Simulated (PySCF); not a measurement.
# InF (SMILES [F][In]) at CISD/STO-6G

What is the vertical singlet–triplet gap of InF at CISD/STO-6G? The job is set up through a Python script.

Program for the calculation: PySCF 2.14.0.

16 further runs of the same task are left out: 6 that didn't finish, 10 set aside as unsound or not needed.

### Step 1. Starting point

The species is InF (2 atoms), meant as a singlet with charge 0. SMILES: `[F][In]`. Geometry: a GFN2-xTB relaxation, a rough one for these elements and not checked as a minimum.

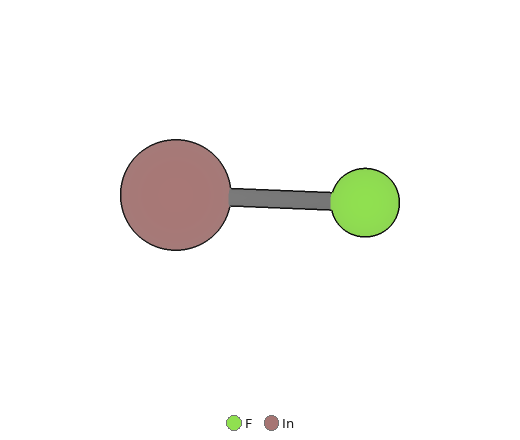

Viewed from a chosen angle; fluorine green, indium brown.

### Step 2. A single-point energy at CISD/STO-6G

Contents of job.py:

```python
from pyscf import gto, ci

mol = gto.M(
    atom='''
F    0.000000   0.000000   0.000000
In   0.000000   0.000000   2.025490
''',
    basis='sto-6g',
    charge=0,
    max_memory=1860,
    verbose=4,
)

mf = mol.RHF()
mf.conv_tol = 1e-10
mf.kernel()
if not mf.converged:
    mf = mf.newton().run(mf.mo_coeff, mf.mo_occ)

cisd = ci.CISD(mf, frozen=19)
cisd.kernel()
e_tot = cisd.e_tot
print('E(%s) = %.9f' % ('CISD', e_tot))
```

Started as:

```console
$ OMP_NUM_THREADS=1 python job.py
```

The program printed:

```text
PySCF version 2.14.0

[INPUT] num. atoms = 2
[INPUT] num. electrons = 58
[INPUT] charge = 0
[INPUT] spin (= nelec alpha-beta = 2S) = 0
[INPUT] symmetry False subgroup None
[INPUT] Mole.unit = angstrom
[INPUT] Symbol           X                Y                Z      unit          X                Y                Z       unit  Magmom
[INPUT]  1 F      0.000000000000   0.000000000000   0.000000000000 AA    0.000000000000   0.000000000000   0.000000000000 Bohr   0.0
[INPUT]  2 In     0.000000000000   0.000000000000   2.025490000000 AA    0.000000000000   0.000000000000   3.827621368045 Bohr   0.0

nuclear repulsion = 115.215157821426
number of shells = 14
number of NR pGTOs = 192
number of NR cGTOs = 32
basis = sto-6g
ecp = {}

******** <class 'pyscf.scf.hf.RHF'> ********
method = RHF
initial guess = minao
damping factor = 0
level_shift factor = 0
DIIS = <class 'pyscf.scf.diis.CDIIS'>
diis_start_cycle = 1
diis_space = 8
diis_damp = 0
SCF conv_tol = 1e-10
SCF conv_tol_grad = None
SCF max_cycles = 50
direct_scf = True
direct_scf_tol = 1e-13
Set gradient conv threshold to 1e-05
Initial guess from minao.
init E= -5798.0261374153
  HOMO = -0.574700863843637  LUMO = -0.246802099519655  gap/eV = 8.92258
cycle= 1 E= -5811.48029837283  delta_E= -13.5  |g|= 0.372  |ddm|= 1.34
  HOMO = -0.123051844787505  LUMO = 0.217422691262739  gap/eV = 9.26478
cycle= 2 E= -5811.54107009371  delta_E= -0.0608  |g|= 0.207  |ddm|= 1.09
  HOMO = -0.158785453382887  LUMO = 0.228807076621706  gap/eV = 10.54693
cycle= 3 E= -5811.56134337229  delta_E= -0.0203  |g|= 0.034  |ddm|= 0.37
  HOMO = -0.160060891674099  LUMO = 0.227986799599552  gap/eV = 10.55932
cycle= 4 E= -5811.5624150668  delta_E= -0.00107  |g|= 0.0122  |ddm|= 0.0972
  HOMO = -0.157936005527486  LUMO = 0.227786954988916  gap/eV = 10.49606
cycle= 5 E= -5811.56266276696  delta_E= -0.000248  |g|= 0.00205  |ddm|= 0.0661
  HOMO = -0.157919727278874  LUMO = 0.227941948347927  gap/eV = 10.49983
cycle= 6 E= -5811.56266843691  delta_E= -5.67e-06  |g|= 0.000416  |ddm|= 0.00863
  HOMO = -0.157853910693452  LUMO = 0.227940186309042  gap/eV = 10.49799
cycle= 7 E= -5811.56266862725  delta_E= -1.9e-07  |g|= 8.49e-05  |ddm|= 0.00163
  HOMO = -0.157844410849197  LUMO = 0.227947012899766  gap/eV = 10.49792
cycle= 8 E= -5811.56266863595  delta_E= -8.7e-09  |g|= 1.5e-05  |ddm|= 0.000352
  HOMO = -0.157844094159717  LUMO = 0.227944959344915  gap/eV = 10.49785
cycle= 9 E= -5811.56266863628  delta_E= -3.26e-10  |g|= 4.43e-06  |ddm|= 8.74e-05
  HOMO = -0.157844614293648  LUMO = 0.22794566480883  gap/eV = 10.49789
cycle= 10 E= -5811.5626686363  delta_E= -2.73e-11  |g|= 1.62e-07  |ddm|= 2.53e-05
  HOMO = -0.157844630930843  LUMO = 0.227945657191025  gap/eV = 10.49789
Extra cycle  E= -5811.56266863631  delta_E= -5.46e-12  |g|= 6.34e-08  |ddm|= 4.01e-07
converged SCF energy = -5811.56266863631

******** <class 'pyscf.ci.cisd.RCISD'> ********
CISD nocc = 10, nmo = 13
frozen orbitals 19
max_cycle = 50
direct = 0
conv_tol = 1e-09
max_cycle = 50
max_space = 12
lindep = 0
nroots = 1
Init t2, MP2 energy = -0.0491241272341971
RCISD converged
E(RCISD) = -5811.626143543411  E_corr = -0.06347490710162251
E(CISD) = -5811.626143543
```

It took 2 s on 1 thread of Arm Neoverse V1, shared host; peak memory 0.12 GiB.

### Step 3. The triplet, same level

Contents of input.py:

```python
from pyscf import gto, scf, ci

mol = gto.M(
    atom='F 0.000000 0.000000 0.000000; In 0.000000 0.000000 2.025490',
    max_memory=1860,
    spin=2,
    basis='sto-6g',
    verbose=4,
)

myscf = scf.UHF(mol)
myscf.conv_tol = 1e-10
myscf.kernel()
if not myscf.converged:
    myscf = myscf.newton().run(myscf.mo_coeff, myscf.mo_occ)

cisd = ci.CISD(myscf, frozen=19)
cisd.kernel()
etot = cisd.e_tot
print('E(%s) = %.9f' % ('CISD', etot))
```

Started as:

```console
$ OMP_NUM_THREADS=1 python input.py
```

The program printed:

```text
PySCF version 2.14.0

[INPUT] num. atoms = 2
[INPUT] num. electrons = 58
[INPUT] charge = 0
[INPUT] spin (= nelec alpha-beta = 2S) = 2
[INPUT] symmetry False subgroup None
[INPUT] Mole.unit = angstrom
[INPUT] Symbol           X                Y                Z      unit          X                Y                Z       unit  Magmom
[INPUT]  1 F      0.000000000000   0.000000000000   0.000000000000 AA    0.000000000000   0.000000000000   0.000000000000 Bohr   0.0
[INPUT]  2 In     0.000000000000   0.000000000000   2.025490000000 AA    0.000000000000   0.000000000000   3.827621368045 Bohr   0.0

nuclear repulsion = 115.215157821426
number of shells = 14
number of NR pGTOs = 192
number of NR cGTOs = 32
basis = sto-6g
ecp = {}

******** <class 'pyscf.scf.uhf.UHF'> ********
method = UHF
initial guess = minao
damping factor = 0
level_shift factor = 0
DIIS = <class 'pyscf.scf.diis.CDIIS'>
diis_start_cycle = 1
diis_space = 8
diis_damp = 0
SCF conv_tol = 1e-10
SCF conv_tol_grad = None
SCF max_cycles = 50
direct_scf = True
direct_scf_tol = 1e-13
number electrons alpha = 30  beta = 28
Set gradient conv threshold to 1e-05
init E= -5798.0261374153

[... the frontier-level lines of each cycle are left out ...]



cycle= 1 E= -5811.42942413984  delta_E= -13.4  |g|= 0.234  |ddm|= 1.71
cycle= 2 E= -5811.48731877403  delta_E= -0.0579  |g|= 0.0749  |ddm|= 0.581
cycle= 3 E= -5811.49462499135  delta_E= -0.00731  |g|= 0.0242  |ddm|= 0.163
cycle= 4 E= -5811.49582937843  delta_E= -0.0012  |g|= 0.00755  |ddm|= 0.0772
cycle= 5 E= -5811.49599160386  delta_E= -0.000162  |g|= 0.00171  |ddm|= 0.0353
cycle= 6 E= -5811.49600174224  delta_E= -1.01e-05  |g|= 0.000448  |ddm|= 0.00819
cycle= 7 E= -5811.496002469  delta_E= -7.27e-07  |g|= 0.000114  |ddm|= 0.00255
cycle= 8 E= -5811.49600251478  delta_E= -4.58e-08  |g|= 3.82e-05  |ddm|= 0.00059
cycle= 9 E= -5811.49600252158  delta_E= -6.79e-09  |g|= 2.45e-05  |ddm|= 0.000208
cycle= 10 E= -5811.49600252494  delta_E= -3.37e-09  |g|= 1.91e-05  |ddm|= 0.000142
cycle= 11 E= -5811.49600252912  delta_E= -4.18e-09  |g|= 8.69e-06  |ddm|= 0.000282
cycle= 12 E= -5811.49600253002  delta_E= -8.93e-10  |g|= 2.1e-06  |ddm|= 0.000167
cycle= 13 E= -5811.49600253005  delta_E= -3.27e-11  |g|= 4.91e-07  |ddm|= 2.89e-05
Extra cycle  E= -5811.49600253005  delta_E= 3.64e-12  |g|= 2.95e-07  |ddm|= 1.35e-06
converged SCF energy = -5811.49600253005  <S^2> = 2.0062896  2S+1 = 3.0041901

******** <class 'pyscf.ci.ucisd.UCISD'> ********
CISD nocc = (np.int64(11), np.int64(9)), nmo = (13, 13)
frozen orbitals 19
max_cycle = 50
direct = 0
conv_tol = 1e-09
max_cycle = 50
max_space = 12
lindep = 0
nroots = 1
Init t2, MP2 energy = -0.0299626929791762
UCISD converged
E(UCISD) = -5811.539563900991  E_corr = -0.0435613709442714
E(CISD) = -5811.539563901
```

Run time: 2.1 s. Hardware: 1 thread of Arm Neoverse V1, shared host; peak memory 0.11 GiB.

### Step 4. Results

Level: CISD/STO-6G, 19 core orbitals frozen.

```
                                                           quantity           value
                                              singlet: total energy  -5811.62614 Eh
                      singlet: dipole moment (Hartree–Fock density)          0.98 D
                       singlet: HOMO energy (Hartree–Fock orbitals)        -4.30 eV
                       singlet: LUMO energy (Hartree–Fock orbitals)         6.20 eV
                     singlet: HOMO–LUMO gap (Hartree–Fock orbitals)        10.50 eV
              singlet: correlation energy (19 core orbitals frozen)       -63.5 mEh
                                              triplet: total energy  -5811.53956 Eh
                      triplet: dipole moment (Hartree–Fock density)          2.99 D
triplet: HOMO energy (Hartree–Fock orbitals) (highest over α and β)        -2.36 eV
 triplet: LUMO energy (Hartree–Fock orbitals) (lowest over α and β)         4.52 eV
              triplet: correlation energy (19 core orbitals frozen)       -43.6 mEh
                         triplet: ⟨S²⟩ of the reference determinant           2.006
                   vertical energy of the triplet above the singlet        2.356 eV
```

At this shape the triplet lies 2.36 eV (54 kcal/mol) above the singlet. In a minimal basis such a difference can be off by several eV, whatever the method. Relativity is left out (singlet) although the molecule holds a heavy atom. Relativity is left out (triplet) although the molecule holds a heavy atom.
